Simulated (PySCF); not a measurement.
C4H5P, SMILES `c1cc[pH]c1`.

Level of theory: ωB97X/6-31+G* (PySCF), at a geometry from GFN2-xTB. No frequency check shows the geometry to be a minimum. GFN2-xTB bond lengths at metals and heavier atoms can be off by up to 0.1 Å and shapes distorted, which carries into these values.

Geometry (Å), atoms numbered from 1:

```
C1      -1.2802   -0.7192   -0.0014
C2      -1.2803    0.7191   -0.0014
C3      -0.0501    1.2648    0.0299
P4       1.2285    0.0000   -0.1086
C5      -0.0500   -1.2647    0.0299
H6      -2.1979   -1.2863   -0.0019
H7      -2.1980    1.2861   -0.0019
H8       0.1652    2.3196    0.0270
H9       1.6012    0.0001    1.2365
H10      0.1655   -2.3196    0.0270
```

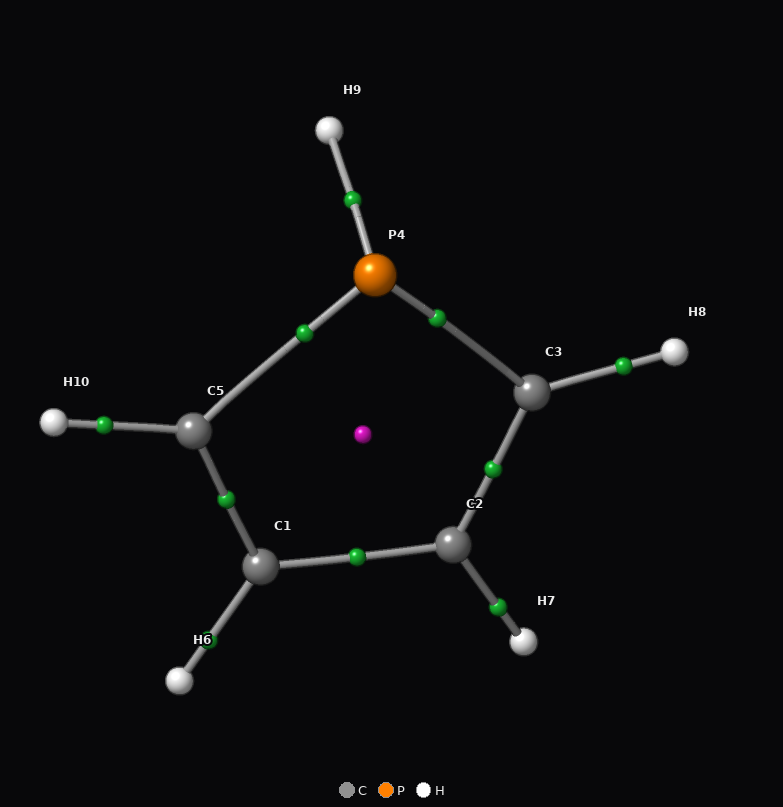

Molecular graph of the electron density (QTAIM): bond paths, bond critical points (green), ring points (magenta, if any); weak paths are dashed.

How many critical points of each kind are there, and does the count close?

Answer. 10 nuclei, 10 bond, 1 ring and 0 cage critical points: 10 − 10 + 1 − 0 = 1, as the Poincaré–Hopf relation requires.

Tabulate density, Laplacian, ellipticity and energy density at the bond critical points (atomic units).

Answer.
| bond | length (Å) | ρ (a.u.) | ∇²ρ (a.u.) | ε | H (a.u.) |
| --- | --- | --- | --- | --- | --- |
| C2–C3 (2 alike) | 1.346 | 0.336 | −0.95 | 0.32 | −0.369 |
| C1–C2 | 1.438 | 0.291 | −0.78 | 0.11 | −0.272 |
| C2–H7 (2 alike) | 1.079 | 0.281 | −1.01 | 0.01 | −0.286 |
| C3–H8 (2 alike) | 1.077 | 0.279 | −1.00 | 0.01 | −0.285 |
| P4–H9 | 1.396 | 0.164 | −0.14 | 0.15 | −0.166 |
| P4–C5 (2 alike) | 1.804 | 0.163 | +0.04 | 0.17 | −0.153 |

What kind of interaction is C2–H7?

Answer. Shared-shell (covalent): ρ = 0.281, ∇²ρ = −1.01, H = −0.286 a.u.

The PySCF run took 20 s on 1 thread of Arm Neoverse N1, on a shared host, peak memory 0.45 GiB.
